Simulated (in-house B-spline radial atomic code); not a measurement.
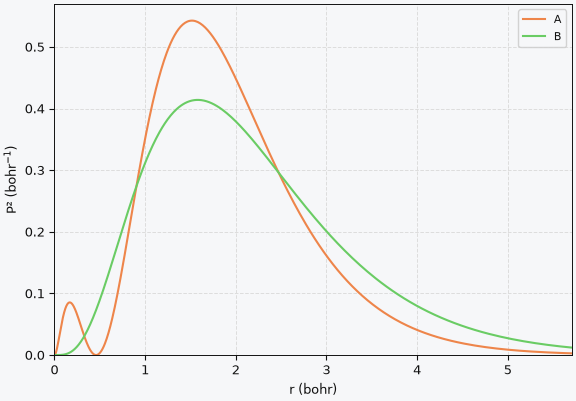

System: atomic boron (B), configuration [He] 2s2 2p1 (high spin). All numbers are computed, not measured: non-relativistic Hartree-Fock, spin-polarised, average of configuration, point nucleus, basis-set limit (an in-house B-spline radial code).

```
Z = 5
electrons = 5.0
configuration = [He] 2s2 2p1
hamiltonian = nr
method = hf
spin_polarised = True
```

The plot shows the radial probability densities P² of 2p up and 2s up.

Q: Which curve belongs to which orbital?

Answer: A is 2s up; B is 2p up. 2s up: outer maximum at 1.52 bohr, ⟨r⟩ = 1.95 bohr, 1 node, eigenvalue −14.8 eV; 2p up: outer maximum at 1.58 bohr, ⟨r⟩ = 2.20 bohr, 0 nodes, eigenvalue −8.46 eV.
